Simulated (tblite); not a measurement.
## CH8O3Si3: geometry relaxation

System: CH8O3Si3.
Method: GFN2-xTB geometry optimisation, gas phase (tblite 0.8.0).

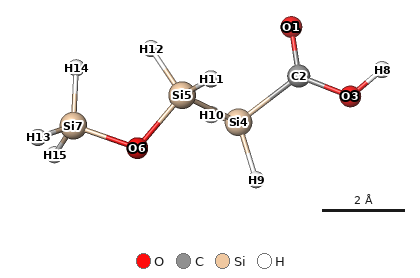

*The structure as given in the input (ball-and-stick view, seen at a tilt; atoms are numbered from 1 in the order of the input).*

Input:
```
{"job": {"kind": "relax", "xc": "GFN2-xTB", "basis": "xTB"}, "charge": 0, "multiplicity": 1}
O      2.531100     1.170200    -1.600300
C      2.604700     0.500100    -0.547600
O      3.693800     0.604700     0.330300
Si     1.217000    -0.671600    -0.180300
Si    -0.581500     0.569300     0.232400
O     -1.701800    -0.462600     1.010700
Si    -3.055700    -0.634000    -0.023200
H      4.424500     1.264300     0.091900
H      1.553400    -1.498900     1.005200
H      0.969700    -1.464700    -1.371500
H     -0.274700     1.766600     0.997700
H     -1.123600     0.907700    -1.110900
H     -4.231500    -0.291000     0.803500
H     -2.896300     0.254400    -1.152600
H     -3.133400    -2.006500    -0.518500
```

The first line tells a small driver script what to run in tblite; the rest is the geometry in Å.

Run on 1 CPU thread, shared host.

Command:
```bash
OMP_NUM_THREADS=1 python <driver script> task.json out
```

Log:
```
step      E/eV     max force
  0    -643.79429    3.655
  1    -644.10092    3.349
  2    -644.27281    1.110
  3    -644.36167    0.820
  4    -644.61514    0.703
  5    -644.68236    0.806
  6    -644.76534    0.830
  7    -644.81363    0.608
  8    -644.86437    0.498
  9    -644.90450    0.600
 10    -644.94297    0.542
 11    -644.98033    0.507
 12    -645.00860    0.312
 13    -645.02530    0.248
 14    -645.03625    0.217
 15    -645.04496    0.219
 16    -645.05464    0.234
 17    -645.06321    0.255
 18    -645.07083    0.264
 19    -645.07855    0.212
 20    -645.08751    0.230
 21    -645.09662    0.223
 22    -645.10379    0.212
 23    -645.10899    0.160
 24    -645.11370    0.220
 25    -645.11884    0.269
 26    -645.12368    0.207
 27    -645.12642    0.085
 28    -645.12761    0.070
 29    -645.12853    0.095
 30    -645.12940    0.090
 31    -645.13035    0.108
 32    -645.13169    0.111
 33    -645.13288    0.086
 34    -645.13421    0.089
 35    -645.13551    0.093
 36    -645.13658    0.086
 37    -645.13752    0.107
 38    -645.13852    0.114
 39    -645.13972    0.107
 40    -645.14104    0.095
 41    -645.14217    0.080
 42    -645.14294    0.083
 43    -645.14354    0.070
 44    -645.14422    0.076
 45    -645.14512    0.108
 46    -645.14611    0.103
 47    -645.14685    0.073
 48    -645.14727    0.046
 49    -645.14759    0.050
 50    -645.14797    0.058
 51    -645.14854    0.093
 52    -645.14945    0.111
 53    -645.15036    0.089
 54    -645.15115    0.073
 55    -645.15167    0.063
 56    -645.15198    0.045
 57    -645.15220    0.050
 58    -645.15252    0.073
 59    -645.15297    0.083
 60    -645.15339    0.051
 61    -645.15355    0.020
 62    -645.15360    0.014
 63    -645.15364    0.020
 64    -645.15371    0.026
 65    -645.15381    0.027
 66    -645.15389    0.020
 67    -645.15392    0.011
 68    -645.15394    0.011
 69    -645.15395    0.012
 70    -645.15398    0.014
 71    -645.15403    0.022
 72    -645.15409    0.024
 73    -645.15413    0.019
 74    -645.15415    0.012
 75    -645.15417    0.012
 76    -645.15420    0.016
 77    -645.15424    0.026
 78    -645.15430    0.033
 79    -645.15437    0.027
 80    -645.15443    0.016
 81    -645.15448    0.016
 82    -645.15452    0.024
 83    -645.15459    0.039
 84    -645.15472    0.046
 85    -645.15491    0.047
 86    -645.15513    0.032
 87    -645.15528    0.021
 88    -645.15534    0.016
 89    -645.15539    0.016
 90    -645.15547    0.028
 91    -645.15562    0.031
 92    -645.15583    0.036
 93    -645.15599    0.026
 94    -645.15607    0.019
 95    -645.15612    0.018
 96    -645.15622    0.026
 97    -645.15643    0.047
 98    -645.15686    0.071
 99    -645.15745    0.102
100    -645.15807    0.075
101    -645.15853    0.107
102    -645.15879    0.052
103    -645.15901    0.065
104    -645.15926    0.064
105    -645.15959    0.044
106    -645.16000    0.064
107    -645.16041    0.065
108    -645.16034    0.103
109    -645.16075    0.063
110    -645.16084    0.039
111    -645.16091    0.017
112    -645.16095    0.016
113    -645.16104    0.024
114    -645.16113    0.031
115    -645.16123    0.029
116    -645.16131    0.020
117    -645.16136    0.021
118    -645.16140    0.013
119    -645.16145    0.015
120    -645.16150    0.019
121    -645.16155    0.010
```

Trajectory as extended XYZ (Å, eV, eV/Å), 7 of the 122 frames kept, from step=0 to step=121:
```
15
Properties=species:S:1:pos:R:3:forces:R:3 step=0 energy=-643.79429
O     2.5311    1.1702   -1.6003    0.4800  -1.3900   2.6790
C     2.6047    0.5001   -0.5476    2.3440   2.2200  -1.7130
O     3.6938    0.6047    0.3303   -0.8440   0.5310  -1.3770
Si    1.2170   -0.6716   -0.1803    0.1410  -1.3200   0.9690
Si   -0.5815    0.5693    0.2324   -0.7850  -0.2250   0.5950
O    -1.7018   -0.4626    1.0107   -0.3910   1.3620  -2.5010
Si   -3.0557   -0.6340   -0.0232   -0.0760  -0.5460   1.5530
H     4.4245    1.2643    0.0919   -1.3900  -0.9030  -0.0430
H     1.5534   -1.4989    1.0052    0.2170  -0.0070  -0.3830
H     0.9697   -1.4647   -1.3715    0.2740  -0.2660  -0.2410
H    -0.2747    1.7666    0.9977   -0.4290   0.1300   0.2010
H    -1.1236    0.9077   -1.1109    0.4360   0.4460   0.4520
H    -4.2315   -0.2910    0.8035    0.3990  -0.0390  -0.1660
H    -2.8963    0.2544   -1.1526   -0.5580  -0.0130  -0.1780
H    -3.1334   -2.0065   -0.5185    0.1840   0.0210   0.1520
15
Properties=species:S:1:pos:R:3:forces:R:3 step=20 energy=-645.08751
O     2.6456    1.1528   -1.5635    0.1980   0.1050   0.0530
C     2.6800    0.4669   -0.5685    0.0760   0.0200  -0.1270
O     3.6614    0.5532    0.3376    0.0030   0.0000  -0.0040
Si    1.2838   -0.7463   -0.1350   -0.0600  -0.2080   0.0130
Si   -0.4800    0.7157    0.1418   -0.0760   0.0220   0.1020
O    -1.8215   -0.1399    0.4704   -0.0570  -0.0690  -0.0080
Si   -3.2618   -0.6745   -0.0495   -0.0530   0.0120  -0.1380
H     4.3401    1.2107    0.0970   -0.0890  -0.0130  -0.0740
H     1.8385   -1.5901    0.9307   -0.0610   0.0250   0.1080
H     1.1769   -1.6604   -1.2940   -0.0040   0.1130   0.0510
H    -0.4663    1.6874    1.2438    0.1150  -0.0270   0.0350
H    -0.7465    1.4588   -1.0870   -0.0040   0.1090  -0.1300
H    -4.2189   -0.3696    1.0148    0.0920  -0.0230  -0.0500
H    -3.5733    0.0507   -1.2920   -0.0260  -0.1360   0.1560
H    -3.0622   -2.1073   -0.2800   -0.0550   0.0700   0.0130
15
Properties=species:S:1:pos:R:3:forces:R:3 step=40 energy=-645.14104
O     2.8001    1.1339   -1.5993    0.0770  -0.0210   0.0230
C     2.7447    0.4463   -0.6068   -0.0730   0.0240   0.0080
O     3.6786    0.5102    0.3511   -0.0170   0.0090  -0.0180
Si    1.2787   -0.7002   -0.1714   -0.0220  -0.0110   0.0280
Si   -0.4792    0.7868    0.0908    0.0240  -0.0890  -0.0230
O    -1.8534   -0.0717    0.1762    0.0030  -0.0240  -0.0110
Si   -3.3174   -0.7183   -0.0729    0.0220  -0.0290   0.0460
H     4.3676    1.1598    0.1247    0.0330  -0.0110  -0.0150
H     1.7287   -1.4554    1.0102   -0.0160   0.0180  -0.0450
H     1.2129   -1.6722   -1.2780   -0.0230   0.0520   0.0340
H    -0.4380    1.5444    1.3497   -0.0150   0.0150   0.0080
H    -0.6539    1.7282   -1.0171   -0.0040   0.0430  -0.0210
H    -4.1060   -0.3883    1.1107   -0.0030   0.0080   0.0000
H    -3.8825   -0.1416   -1.2886    0.0040   0.0300  -0.0170
H    -3.0856   -2.1539   -0.2125    0.0110  -0.0140   0.0030
15
Properties=species:S:1:pos:R:3:forces:R:3 step=60 energy=-645.15339
O     2.9620    1.0449   -1.6474    0.0040  -0.0040   0.0080
C     2.7956    0.4431   -0.6137    0.0070   0.0040  -0.0050
O     3.6859    0.5041    0.3858    0.0060   0.0110   0.0060
Si    1.2647   -0.6159   -0.1819    0.0020   0.0360   0.0190
Si   -0.5183    0.8298    0.0802   -0.0070  -0.0360  -0.0350
O    -1.8154   -0.1455    0.0852   -0.0080   0.0080   0.0010
Si   -3.3078   -0.7571   -0.0649    0.0050   0.0050   0.0170
H     4.4429    1.0685    0.1458   -0.0060  -0.0110   0.0030
H     1.6806   -1.3943    0.9954   -0.0040   0.0040  -0.0160
H     1.1558   -1.5679   -1.2969   -0.0040  -0.0200  -0.0200
H    -0.5627    1.5520    1.3586   -0.0010   0.0130   0.0300
H    -0.7325    1.8150   -0.9864    0.0040  -0.0090  -0.0020
H    -4.0403   -0.3945    1.1453   -0.0080   0.0170   0.0030
H    -3.9114   -0.1761   -1.2619    0.0000  -0.0070   0.0080
H    -3.1036   -2.1983   -0.1764    0.0100  -0.0110  -0.0150
15
Properties=species:S:1:pos:R:3:forces:R:3 step=81 energy=-645.15448
O     3.0113    1.0304   -1.6496   -0.0020   0.0010   0.0100
C     2.8109    0.4451   -0.6128    0.0050   0.0020   0.0000
O     3.6786    0.5044    0.4070   -0.0010   0.0060   0.0050
Si    1.2643   -0.6002   -0.2022    0.0010   0.0040  -0.0070
Si   -0.5277    0.8314    0.0684    0.0090   0.0050  -0.0020
O    -1.8283   -0.1377    0.0790    0.0080   0.0090   0.0110
Si   -3.3175   -0.7614   -0.0496    0.0110  -0.0100   0.0020
H     4.4517    1.0509    0.1781   -0.0050  -0.0010   0.0000
H     1.6724   -1.3882    0.9704   -0.0050  -0.0090  -0.0020
H     1.1645   -1.5434   -1.3274   -0.0080  -0.0080  -0.0030
H    -0.5656    1.5532    1.3494   -0.0020  -0.0010  -0.0060
H    -0.7448    1.8116   -1.0012   -0.0020   0.0090  -0.0060
H    -4.0463   -0.3920    1.1616    0.0070   0.0030  -0.0030
H    -3.9362   -0.1959   -1.2460   -0.0030  -0.0020   0.0020
H    -3.0917   -2.2002   -0.1583   -0.0120  -0.0070   0.0000
15
Properties=species:S:1:pos:R:3:forces:R:3 step=101 energy=-645.15853
O     3.1521    1.0283   -1.5780   -0.0150  -0.0450   0.0960
C     2.8288    0.4369   -0.5757    0.0350   0.0280  -0.0180
O     3.5622    0.4952    0.5473   -0.0130   0.0190  -0.0460
Si    1.2427   -0.6051   -0.3424    0.0150   0.0020  -0.0050
Si   -0.5193    0.8585   -0.0386    0.0120  -0.0080  -0.0020
O    -1.8258   -0.0914    0.1103    0.0180  -0.0060  -0.0040
Si   -3.2909   -0.7783    0.0426    0.0030   0.0140   0.0100
H     4.3553    1.0484    0.4269   -0.0300  -0.0160  -0.0210
H     1.5725   -1.5044    0.7745   -0.0090   0.0110   0.0010
H     1.1724   -1.4535   -1.5427   -0.0030   0.0090  -0.0120
H    -0.4643    1.6564    1.1953   -0.0220  -0.0140   0.0090
H    -0.8031    1.7814   -1.1436    0.0090   0.0000  -0.0170
H    -3.9894   -0.3706    1.2582   -0.0110  -0.0120   0.0140
H    -3.9634   -0.2766   -1.1541    0.0100  -0.0210   0.0000
H    -3.0343   -2.2170   -0.0130    0.0000   0.0380  -0.0040
15
Properties=species:S:1:pos:R:3:forces:R:3 step=121 energy=-645.16155
O     3.3237    0.9772   -1.4820   -0.0020  -0.0010   0.0030
C     2.8470    0.4134   -0.5278    0.0060  -0.0030   0.0060
O     3.4176    0.4769    0.6853   -0.0010   0.0010  -0.0020
Si    1.2197   -0.5859   -0.4908    0.0050  -0.0020   0.0060
Si   -0.5157    0.9018   -0.1610   -0.0060  -0.0050   0.0040
O    -1.8344   -0.0300   -0.0169   -0.0030   0.0000  -0.0010
Si   -3.2538   -0.7911    0.1409    0.0030   0.0010  -0.0090
H     4.2347    1.0056    0.6627    0.0020   0.0050  -0.0050
H     1.4447   -1.5805    0.5699   -0.0040  -0.0020  -0.0060
H     1.1988   -1.3232   -1.7635    0.0000   0.0020   0.0010
H    -0.4538    1.6912    1.0777    0.0020  -0.0010  -0.0020
H    -0.7945    1.8254   -1.2676   -0.0020   0.0000   0.0010
H    -3.8532   -0.3305    1.3909    0.0000   0.0010   0.0000
H    -4.0615   -0.4280   -1.0209   -0.0010   0.0000   0.0050
H    -2.9235   -2.2144    0.1699    0.0010   0.0030   0.0020
```

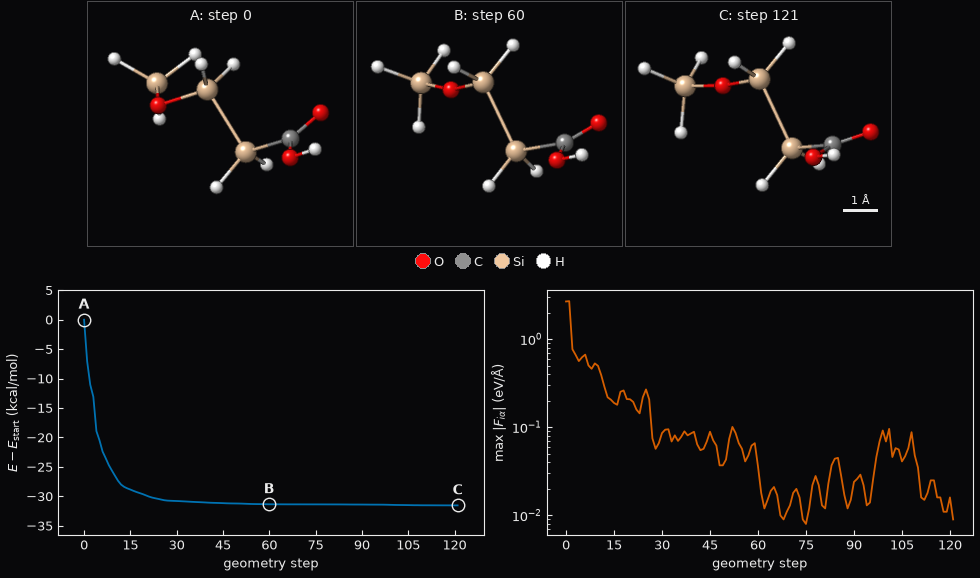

*Frames of the relaxation (ball-and-stick view, seen at a tilt) above the curves, on which the letters mark them (steps are counted from 0).*

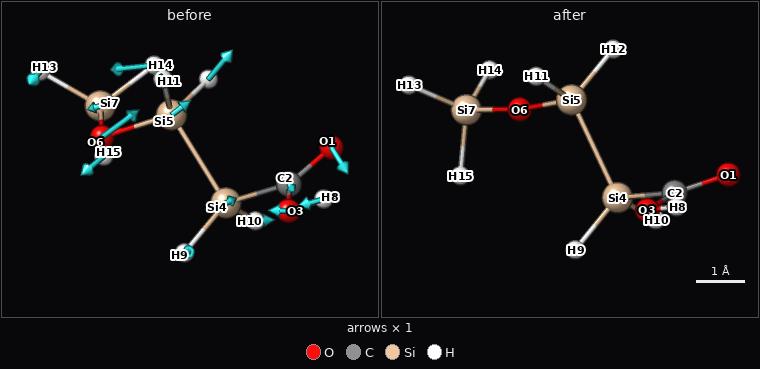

*Before (left) and after (right) the relaxation, at one scale (ball-and-stick view, seen at a tilt). The teal arrows give the displacements, at true length.*

H14 moves most after the best rigid fit: 1.38 Å. Largest moves by element: H 1.38 Å, O 1.12 Å, Si 0.54 Å, C 0.25 Å. Among the contacts that change: O6–Si7 1.712 → 1.618 Å, Si4–Si5 2.224 → 2.309 Å, C2–O3 1.403 → 1.342 Å, C2–Si4 1.853 → 1.910 Å. Among the angles that change: Si5–O6–Si7 107.7° → 173.0°, Si4–Si5–H12 104.7° → 116.1°, O1–C2–Si4 117.5° → 126.6°. After 121 geometry steps the energy has fallen by 31.5 kcal/mol. Largest force component: 2.7 eV/Å at the start, 0.009 eV/Å at the end. (Atoms are counted from 1 in the order of the input.)

Summary:

```tsv
quantity	value
outcome	converged
total energy	−645.1615 eV
wall time	1.5 s
peak memory	0.18 GiB
```
